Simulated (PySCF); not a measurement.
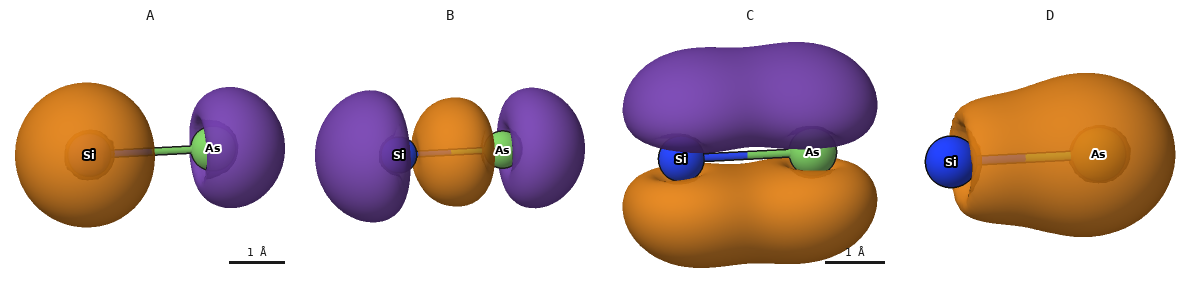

Figure 1: SiAs (charge +1, triplet). Four frontier β-spin orbitals, each drawn at the value that holds 80 % of its norm (orange and purple are the two phases), in no order; of a degenerate pair one member is drawn.

Theory: PySCF, PBE0/cc-pVDZ(-PP), non-relativistic Hamiltonian with scalar-relativistic core potentials where named, at a bond length of 2.334 Å.

Question: Name the orbitals and rank them from lowest to highest energy.

Answer: Orbital D: σ, occupied in this spin, −22.61 eV; mainly on As (75 %).
Orbital A: σ, occupied in this spin, −17.90 eV; shared between the atoms (Si 70 %, As 30 %).
Orbital B: σ, occupied in this spin, −13.00 eV; shared between the atoms (Si 50 %, As 50 %).
Orbital C: π, empty in this spin, −10.37 eV; bonding, with no node between the atoms.
